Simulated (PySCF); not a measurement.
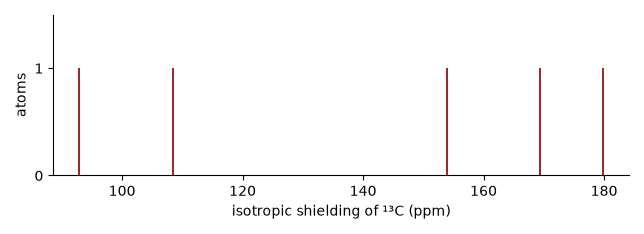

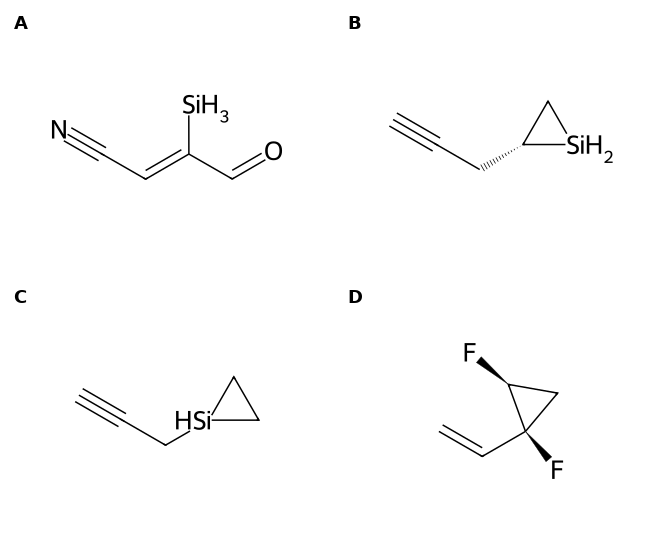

The sticks are computed shieldings of one of the molecules, for one fixed geometry (PBE0-D3(BJ)/def2-SVP) without averaging over rotations. Low shielding means a high chemical shift. Method: GIAO B3LYP/pcSseg-1 NMR shielding, non-relativistic, gas phase (PySCF 2.14.0).

**Which molecule gives this pattern?**

B, `C#CC[C@@H]1C[SiH2]1`. Its 5 C atoms give lines at 92.9, 108.4, 154.0, 169.4, 179.8 ppm.
